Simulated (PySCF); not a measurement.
Molecule: C6H6OSi, SMILES C#C[SiH2]c1ccco1, singlet. Atoms near the plane z = 0.0 Å, at the GFN2-xTB optimised geometry (x, y, z in Å): C1 (-2.6, 2.3, 0.1), C2 (-2.4, 1.1, 0.1), Si3 (-2.2, -0.8, 0.0), C4 (-0.4, -1.1, 0.0), C5 (0.7, -0.3, 0.0), C6 (1.8, -1.1, 0.0), C7 (1.4, -2.4, 0.0), O8 (0.0, -2.4, 0.0), H9 (-2.7, 3.3, 0.1), H12 (0.7, 0.8, 0.0), H13 (2.9, -0.8, 0.0), H14 (1.8, -3.3, 0.0).

Method: PySCF with PBE/def2-TZVP. Cells within 0.4 Å of a nucleus heavier than hydrogen are left out (blank, or x). The values are rescaled to run from 0 to 1.

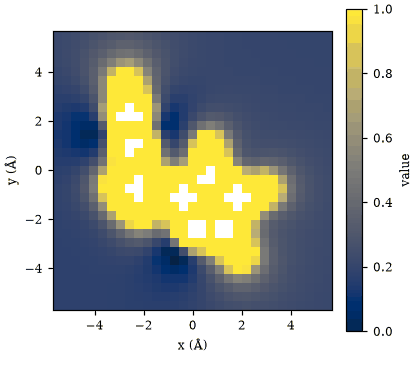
Fig. 1. a field on the plane z = 0.0 Å.

Which quantity is mapped?
(A) electrostatic potential
(B) log10 of the electron density
(C) electron localisation function
(D) an orbital amplitude

A, electrostatic potential. In full: electrostatic potential (hartree/e), clipped to [-0.08, 0.12].
